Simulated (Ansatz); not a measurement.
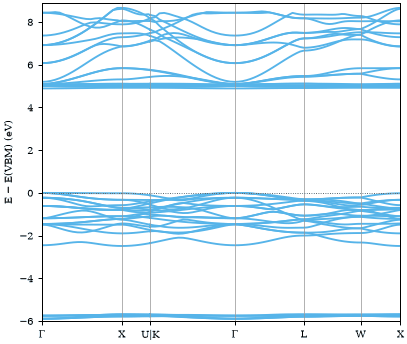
*Band structure from plane-wave PAW LDA (Ansatz code)*

Read off the gap and where the band edges lie.

About 4.9 eV (4.89 eV by a search for the band edges); maximum at Γ, minimum at Γ.

The material is Cs2NaLaCl6 in space group Fm-3m (No. 225; Cs on 8c, Na on 4b, La on 4a, Cl on 24e).

The workflow started from a Materials Project entry (that database holds measured and hypothetical structures alike); the Crystallography Open Database copy checked does not list it. Its standing as an ambient phase is unchecked. Symmetry was held in the LDA relaxation; phonons on a q-mesh show weakly imaginary modes. Spin–orbit coupling is left out wherever it is not named.

Potentials: the later of the program's two PAW sets.
